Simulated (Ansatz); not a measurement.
# F···H2 (SMILES [F-].[H][H]) (charge −1): what the fields show

```xyz
3

F    -0.0626    0.0374   -1.3422
H     0.0877   -0.0524    1.8807
H     0.0498   -0.0298    1.0690
```

Geometry: rigid move from PBE0-D4/def2-TZVP.

Computed with RKS PBE0-D4/def2-TZVPPD (Ansatz).

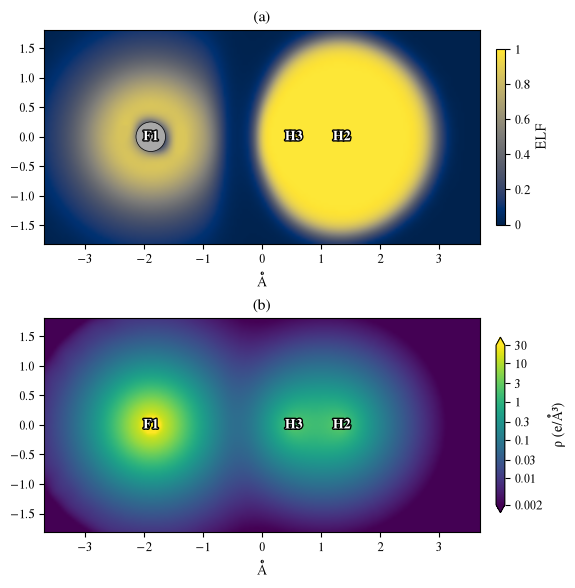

Figure 1. (a) ELF; (b) total electron density on a plane that holds the molecular axis. Grey discs cover the atomic cores in the ELF map.

Q: Describe what can be read from this map.

A: The plane passes through F and H nuclei.
F1···H3 (2.41 Å): the density falls to about 0.06 e/Å³ on the way; the ELF dips to about 0.05 between them (a non-bonded, intermolecular contact).
H2···H3 (0.81 Å): the density falls to about 1.5 e/Å³ on the way; the ELF peaks at about 1 between the atoms.

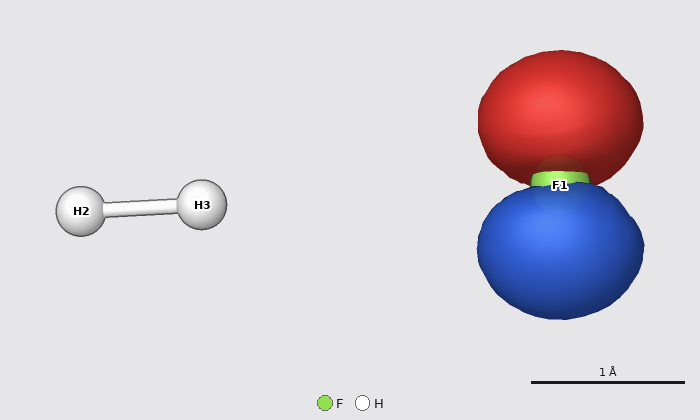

Figure 2. The HOMO at ±0.4 Å⁻³ᐟ² (red and blue are the two phases), seen from one side.

Q: Where does this orbital lie, and at what energy?

A: By Hirshfeld shares it lies mainly on F1 (about 100 %); largely a lone pair of F1. It is one of a degenerate set, so its orientation is arbitrary. Its energy is −0.51 eV.
